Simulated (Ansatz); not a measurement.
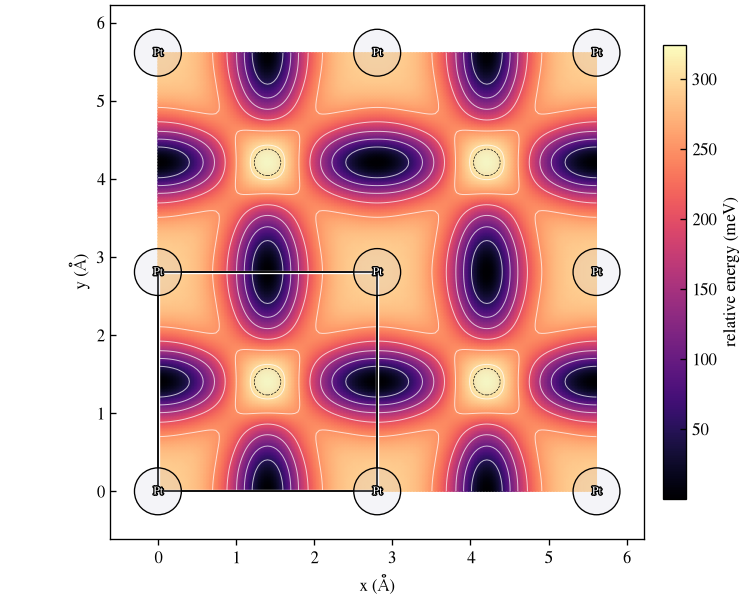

Cl on a Pt(100) slab cut from the Fm-3m phase, its upper half relaxed before the scan (12 atoms of substrate and one adsorbate in a 2 × 2 cell). 
- Cl is moved over the surface cell; relaxed at each place: the height of the adsorbate's atoms; substrate rigid; the origin of the map has the adsorbate above Pt9.
- Places are given modulo a cell vector. The map is drawn in real space over the plane of the surface.
- The scan uses a 6 × 6 grid; 10 points were computed and 26 follow by symmetry.
- Places are given in fractions of the 1 × 1 surface cell.
- Energies are in meV, from the lowest grid point.
- Level of theory: Ansatz 0.2.0, DFT PBE, scalar-relativistic, plane waves, PAW. Settings: cutoff 420 eV, k-mesh 5×5×1, gaussian smearing 0.1 eV, no spin polarisation.

The picture shows a smooth colour map with a few white contour lines, labelled circles for the atoms of the top layer and small ones for the second layer, the outline of one cell of the 2 × 2 shown. Between grid points the surface is interpolated.

The lowest grid point is at a bridge site between two Pt atoms, (0/6, 3/6) of the cell vectors; the map holds 2 wells of about this depth. It is the only kind of minimum in the scanned range. The highest grid point, a fourfold hollow over a second-layer Pt atom, (3/6, 3/6) of the cell vectors, lies 324 meV above the lowest. On the interpolated surface the easiest way out of the lowest well to a well of about the same depth near a bridge site between two Pt atoms, (3/6, 0/6) of the cell vectors passes a barrier of about 240 meV. At the lowest point the adsorbate has 2 Pt at 2.39 Å as nearest neighbours, at the highest 4 Pt at 2.62 Å. Its relaxed height above the top atom is 1.93 Å at the lowest and 1.71 Å at the highest point.

Cl is replaced by S; all else is set up alike.

Question: What will the new map look like?

Answer: The minimum (interpolated where it lies between grid points) moves from a bridge site between two Pt atoms, (0/6, 3/6) of the cell vectors to a fourfold hollow over a second-layer Pt atom, (3/6, 3/6) of the cell vectors. The highest place moves from a fourfold hollow over a second-layer Pt atom, (3/6, 3/6) of the cell vectors to the top site over a surface Pt atom, (0/6, 0/6) of the cell vectors. The span from the lowest to the highest grid point grows from 324 to 2135 meV. The easiest pass out of the lowest well goes from about 240 to about 860 meV on the interpolated surfaces. In the new map: at the lowest point the adsorbate has 4 Pt at 2.38 Å as nearest neighbours, at the highest 1 Pt at 2.14 Å. Its relaxed height above the top atom is 1.31 Å at the lowest and 2.14 Å at the highest point.

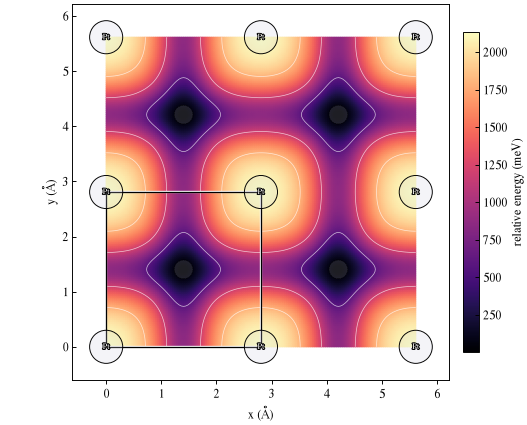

The map after the change, on a colour scale of its own. Drawn: a smooth colour map with a few white contour lines, labelled circles for the atoms of the top layer and small ones for the second layer, the outline of one cell of the 2 × 2 shown. Between grid points the surface is interpolated.

PAW datasets: the set soft_1.
